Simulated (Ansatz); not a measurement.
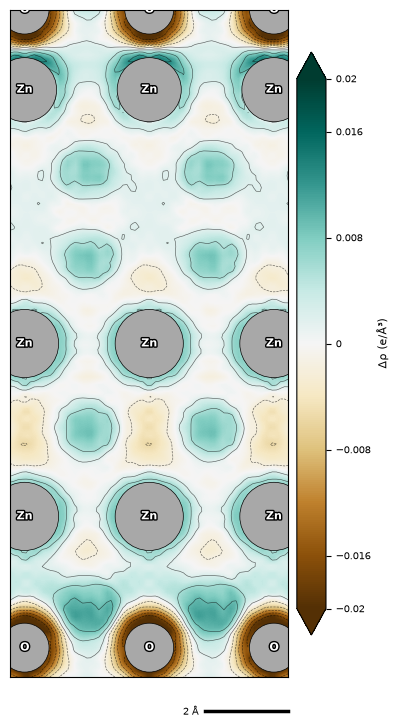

Zn$_{7}$O. Difference of the valence pseudo-densities of two functionals at the same geometry, on the (010) plane of the calculation cell: one of PBE and r2SCAN less the other.

Both computed with Ansatz (plane waves, PAW), on the same k-point mesh. Grey discs cover the atomic cores.

```
Zn O
1.0
     2.99284    0.00000    0.00000
    -1.49642    2.59188    0.00000
     0.00000    0.00000   15.31837
Zn O
7 1
Direct
  0.33333 0.66667 0.73381
  0.66667 0.33333 0.86704
  0.33333 0.66667 0.46374
  0.00000 0.00000 0.59820
  0.00000 0.00000 0.99604
  0.33333 0.66667 0.18627
  0.00000 0.00000 0.32730
  0.00000 0.00000 0.12160
```

Which was subtracted from which, and what does the map show?

It is PBE less r2SCAN. Against r2SCAN, PBE gives more density around Zn (+0.005 e/Å³ on average at 1.0 Å from the nucleus), less density around O (−0.015 e/Å³ on average at 0.7 Å from the nucleus) and a change of +0.005 e/Å³ at the midpoint of Zn–O.
